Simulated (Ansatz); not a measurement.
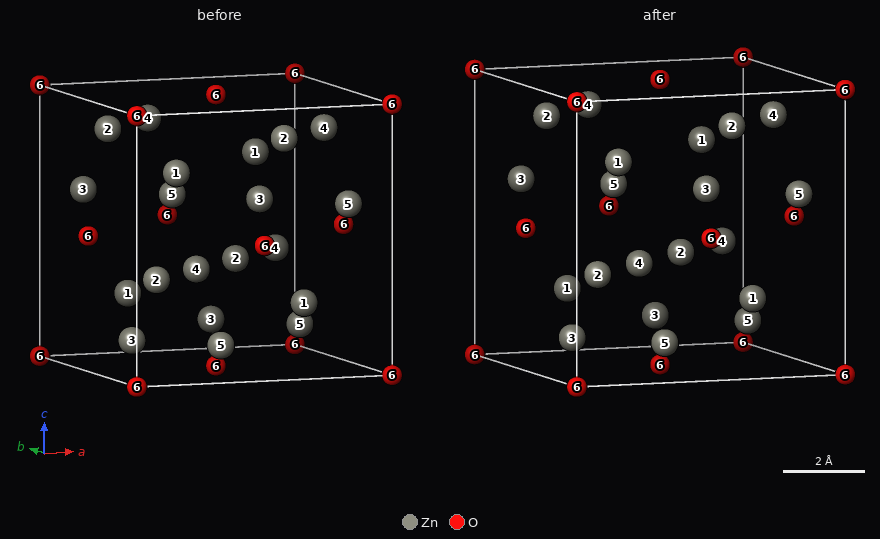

The structure of solid Zn5O (a generated structure, set up in F-43m) (coarse preliminary run) before (left) and after (right) a relaxation, at one scale.

Style: ball-and-stick. Shown: the conventional cell (4 times the calculation's cell), slightly off an axis. Lengths and directions refer to the drawn axes.

Computed with DFT PBE, scalar-relativistic, plane waves, PAW (Ansatz 0.2.0). Set-up: plane-wave cutoff 420 eV; k-point mesh 4 × 4 × 4; occupations gaussian; smearing width 0.1 eV; collinear spin; cell and atoms relaxed; force threshold 0.04 eV/Å; at most 70 steps.

**Describe what moved and what it gained.**

The energy falls by 96.2 meV per atom in 3 accepted moves (4 points after the start). Largest force component: 0.34 eV/Å at the start, 0.0045 eV/Å at the end. The pressure goes from 16.32 to 0.32 GPa. The SCF was repeated once at an unchanged geometry on a basis and grid sized afresh for the cell, which shifted the energy by 6.1 meV per atom at most. The largest moves relative to the cell, 0.015 Å, are those of Zn2, Zn3, Zn4 and Zn5. Zn4 goes along [−1 −1 −1]. O stays in place. Cell: a = b = c 6.758 → 7.106 Å (+5.2 %). Volume +16.3 %. Near-neighbour distances that change, for instance: Zn2–Zn3 2.368 → 2.515 Å, Zn2–Zn3 (another image) 2.410 → 2.510 Å. The space group stays F-43m (No. 216). Cost: 59 s on 1 thread of Intel(R) Xeon(R) Processor @ 2.50GHz (Skylake/Cascade Lake) (shared host), peak memory 0.39 GiB.

Limits of the set-up: layers or molecules are held without a dispersion correction, so their spacing is unreliable.
